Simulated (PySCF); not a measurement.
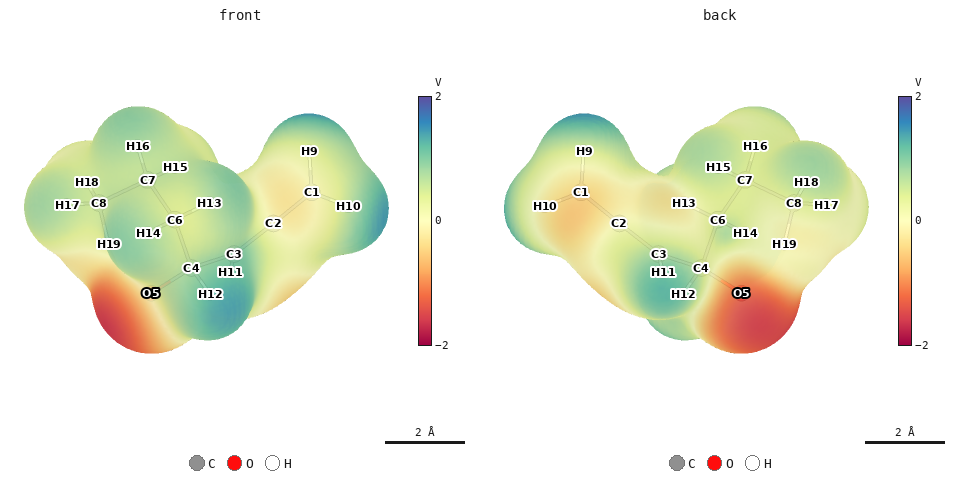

Figure 1: C₇H₁₁O (SMILES C=C=C[C@H]([O])CCC) (doublet). The molecular electrostatic potential painted on the density surface at 0.004 e/bohr³, seen from the front and from behind; the colour scale runs from red (negative) to blue (positive).

Geometry: GFN2-xTB.

These are results of PySCF, UKS B3LYP, pcH-1 on C H O, non-relativistic, mean-field spin-orbit, GIAO, not measurements.

```xyz
19

C    -3.1014    0.4557    0.7730
C    -2.1268   -0.3748    0.5854
C    -1.1305   -1.1841    0.3903
C    -0.0602   -1.0047   -0.6759
O     0.9685   -1.8252   -0.5763
C     0.3714    0.4981   -0.8124
C     1.1003    0.9245    0.4591
C     2.3527    0.0968    0.6717
H    -3.0155    1.2875    1.4546
H    -4.0504    0.3437    0.2731
H    -1.0101   -2.0719    0.9958
H    -0.5632   -1.2033   -1.6540
H    -0.5165    1.1068   -0.9807
H     1.0420    0.5819   -1.6684
H     0.4265    0.8184    1.3116
H     1.3590    1.9836    0.3611
H     3.1589    0.4114    0.0139
H     2.6921    0.1125    1.7031
H     2.0935   -0.9477    0.3977
```

Question: Describe the electrostatic potential map.

Answer: The most negative region (about −1.6 V) lies over O5, the most positive (about +1.4 V) over H9, H10 and H12. O5 is the likeliest acceptor of a hydrogen bond.
